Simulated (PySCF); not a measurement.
# Co2O2: structure of the singlet

The task is one start of a wider search on Co2O2: the singlet, from a rhombic ring start. It is relaxed, tested by its Hessian and followed downhill if it is a saddle.

Computed with PySCF 2.14.0. Level: PBE0, basis Co def2-TZVP, O def2-TZVP, no relativity, density fitting.

## Step 1: Starting geometry

4 atoms, charge 0, spin multiplicity 1.

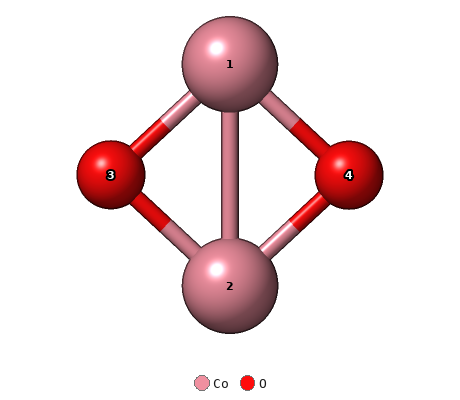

The starting geometry (cobalt pink, oxygen red); atoms are numbered from 1 in the order of the file.

```xyz
4
charge 0 multiplicity 1
Co    1.2579    0.0000    0.0000
Co   -1.2579    0.0000    0.0000
O     0.0000    1.3489    0.0000
O     0.0000   -1.3489    0.0000
```

## Step 2: The SCF at the typed geometry

One driver script runs all steps and calls PySCF; scf.py shows how it sets up the SCF of each step. The optimiser is the driver's own. After this first run the driver tries any further starts and a stability analysis.

Input file scf.py:

```python
from pyscf import gto, scf, dft
mol = gto.M(atom='''
Co     1.257900     0.000000     0.000000
Co    -1.257900     0.000000     0.000000
O      0.000000     1.348900     0.000000
O      0.000000    -1.348900     0.000000''',
    basis={'Co': 'def2-TZVP', 'O': 'def2-TZVP'},
    charge=0, spin=0)
mf = dft.RKS(mol, xc='PBE0')
mf.grids.atom_grid = (50, 194)
aux = {'Co': 'def2-universal-JKFIT', 'O': 'def2-universal-JKFIT'}
mf = mf.density_fit(auxbasis=aux)
mf.conv_tol = 1e-08
mf.diis_space = 10
mf.max_cycle = 60
mf.init_guess = 'minao'
mf.verbose = 4
mf.kernel()
```

Command:

```sh
$ OMP_NUM_THREADS=4 python axn.py task.json out
```

The runs that follow: Relaxation: rhombic ring start, singlet; Vibrations and properties at this point; A spin-polarised start; Hessian and properties.

Q: Predict the outcome of this session. Wanted: minimum; geometry; wavenumbers; dipole moment; highest occupied, lowest empty level; polar-tensor charge of Co1; zero-point energy; atomisation energy; ⟨S²⟩.

As calculated:

| quantity | value |
| --- | --- |
| minimum | broken-symmetry (Ms = 0), D2h |
| geometry | Co–Co 2.440 Å, Co–O 1.746 Å (×4); Co–Co–O 45.7° (×4), Co–O–Co 88.6° (×2), O–Co–O 91.4° (×2) |
| wavenumbers (cm⁻¹) | 190, 313, 557, 657, 665, 736 |
| dipole moment | 0.00 D |
| highest occupied, lowest empty level (either spin) | -6.02, -2.73 eV |
| polar-tensor charge of Co1 | +0.93 e |
| zero-point energy | 18.6 kJ/mol |
| entropy at 298.15 K | 289.9 J/(mol K) |
| atomisation energy (no zero-point energy) | 936 kJ/mol |
| ⟨S²⟩ | 0.971 |

The rhombic ring start keeps its D2h symmetry and ends in a minimum. The determinant is spin-contaminated (⟨S²⟩ = 0.97 against 0.00), so it is no pure spin state. In the infrared the band at 657 cm⁻¹ leads. The dipole vanishes although Co1 carries +0.9 e by the polar tensor: the bond dipoles cancel. Only this shape and spin were tried, so other structures or states may lie lower. The SCF density has lower symmetry than the nuclear frame.
